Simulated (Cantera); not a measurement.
Input: 1 mol MgCO3, 0.072 mol H2S, 0.17 mol CO2, at 0.133 bar.

Method: chemical equilibrium by Gibbs-energy minimisation in Cantera with the NASA 1993 tables (ideal gas, pure condensed phases). Candidate condensed phases: C, C6H6, C7H8, C8H18, H2O, H2SO4, Mg, MgCO3, MgO, Mg(OH)2, MgS, MgSO4, S; 130 gas species. Gases not in the tables: S3 to S7. Equilibrium is a limit: real reactors are often held back by kinetics, nucleation or transport.

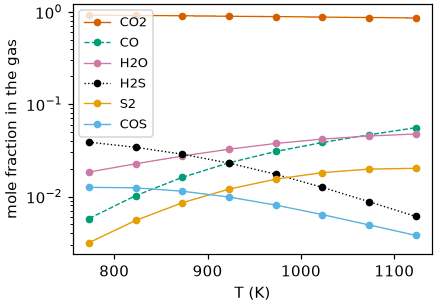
*Equilibrium gas composition (values under 1e-9 drawn at 1e-9)*

From 773 K to 1123 K the condensed part is MgO(s).
